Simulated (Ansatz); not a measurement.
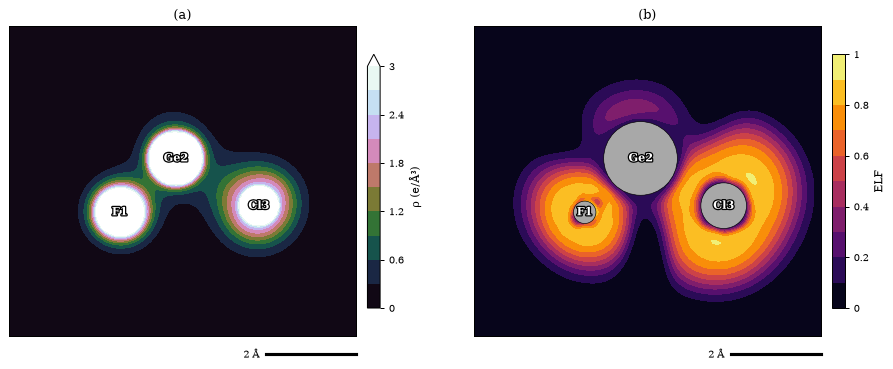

Figure 1: ClFGeH2 (SMILES [F][GeH2][Cl]). (a) electron density; (b) electron localisation function on the plane of atoms F1, Ge2 and Cl3. Grey discs cover the atomic cores in the ELF map.

Geometry: PBE0-D4/def2-TZVP.

These are results of RKS PBE0-D4/def2-TZVPP in Ansatz, not measurements.

```xyz
5

F    -0.2420   -0.5080    1.5886
Ge    0.1399   -0.0892   -0.0455
Cl   -1.3903    1.2449   -0.6989
H     0.0676   -1.3755   -0.8674
H     1.4747    0.6542   -0.0183
```

### What does the map show?

- Atoms in the plane: F, Ge and Cl.
- Ge–F (1.73 Å): ρ at the midpoint is about 1 e/Å³; the ELF peaks at about 0.80 in the valence shell of F, 0.6 Å from its nucleus, and is about 0.25 at the midpoint.
- Ge–Cl (2.13 Å): ρ at the midpoint is about 0.81 e/Å³; the ELF peaks at about 0.85 in the valence shell of Cl, 0.9 Å from its nucleus, and is about 0.70 at the midpoint.
- The ELF also peaks beside Cl3 and F1, away from the bonds: lone-pair regions.
